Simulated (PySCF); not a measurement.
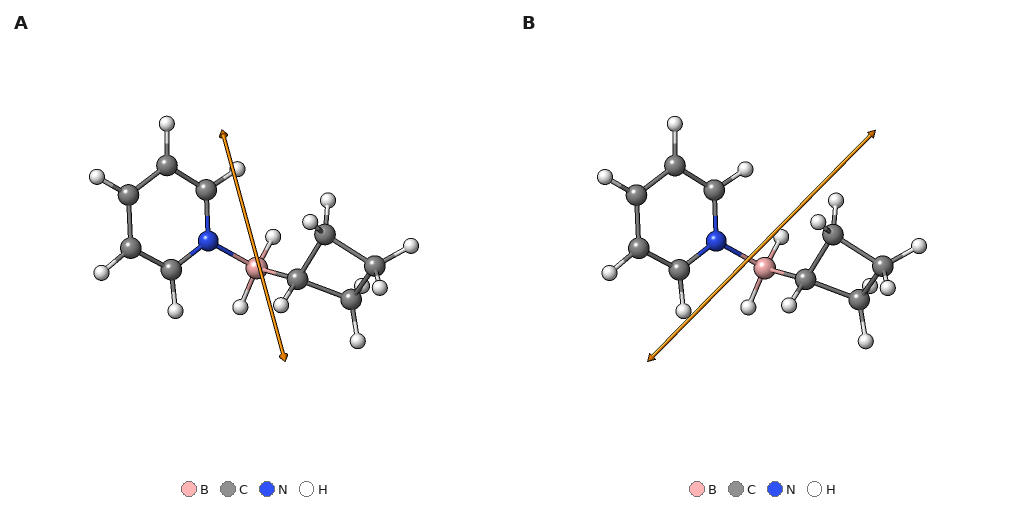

The double arrows show the directions of two transition dipoles from the ground state (lengths mean nothing). The computed structure is the end point of a PBE0-D3(BJ)/def2-SVP optimisation. No frequency run is at hand to confirm it as a minimum. Method: TDDFT ωB97X-D/def2-SVPD, vertical, gas phase, core orbitals frozen in the response (PySCF 2.14.0).

### One belongs to singlet state 5 and one to singlet state 6. Which is which?

A: state 6, 5.92 eV (209 nm), oscillator strength 0.019, mainly HOMO−2 → LUMO (weight 0.55).
B: state 5, 5.81 eV (213 nm), oscillator strength 0.061, of mixed character, with the largest part HOMO−1 → LUMO+1 (weight 0.35).
